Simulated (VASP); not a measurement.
Band structure of ZnS (zinc blende). Computed with revPBE GGA, VASP's PBE PAW potentials (set 64) (plane waves; VASP 6.6.1).

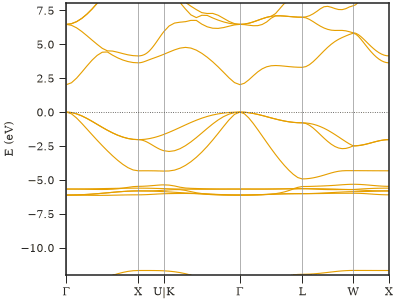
Figure: Bands along high-symmetry lines, zero at the valence-band maximum or, without a gap, the Fermi level

### Question
Read the plot: is there a gap, and where are the band edges?

### Answer
The gap is direct, 2.02 eV, from the valence maximum at Γ to the conduction minimum at Γ. (Edges off the drawn lines would not show.)

Measured: gap 3.94 eV (computed value off by -1.92 eV), as given by Wei Chen et al., Physical Review Materials (2018), doi:10.1103/physrevmaterials.2.073803 [zero-point renormalisation of 0.1 eV added back (the table's ZPR column)].

The compound is ZnS in the zinc blende structure. It was relaxed first.
